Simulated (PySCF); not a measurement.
# C2H6O3Si: the cost of one run

Programs: PySCF 2.14.0, with density-fitted response routines of our own. Each step states its level of theory. These are calculated values for one molecule in the gas phase, unless marked as measured. Atoms are numbered from 0 throughout.

### 1 The molecule as given

12 atoms, charge 0, multiplicity 1; geometry from: GFN2-xTB. The atoms were then displaced at random by about 0.01 Å, so the start is not that level's minimum.

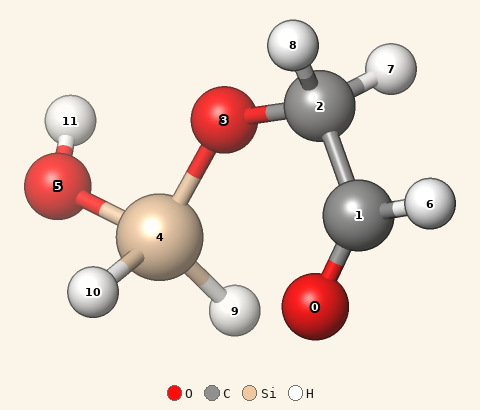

The starting geometry (oxygen red, carbon grey, silicon light orange, hydrogen white), atoms numbered; sticks join atoms by distance.

### 2 Relaxing the molecule at PBE0-D3(BJ)/def2-SVP

What the job is given:

```
{"job": {"xc": "PBE0", "basis": "def2-SVP", "d3": "d3bj", "grid": 1, "shake": 0.01, "kind": "geom"}, "charge": 0, "multiplicity": 1}
O     -1.021580     1.594950    -0.224250
C     -1.707080     0.645810     0.002880
C     -1.154170    -0.720680     0.227770
O      0.269560    -0.782390     0.174970
Si     1.323740     0.394710    -0.164040
O      2.730650    -0.377560     0.044440
H     -2.794560     0.688060     0.068500
H     -1.558380    -1.387310    -0.520880
H     -1.481220    -1.057570     1.243040
H      1.196220     0.834970    -1.531230
H      1.407710     1.435810     0.865760
H      2.828800    -1.297060    -0.196000
```

Started as:

```
$ OMP_NUM_THREADS=1 python probes_run.py task.json out
```

The driver reads the jobs from task.json and runs them one after another.

**Question.** How long does this first job take on 1 thread of Arm Neoverse V1, shared host, and how much memory does it need?

About 70 s, with a peak of 0.48 GiB.
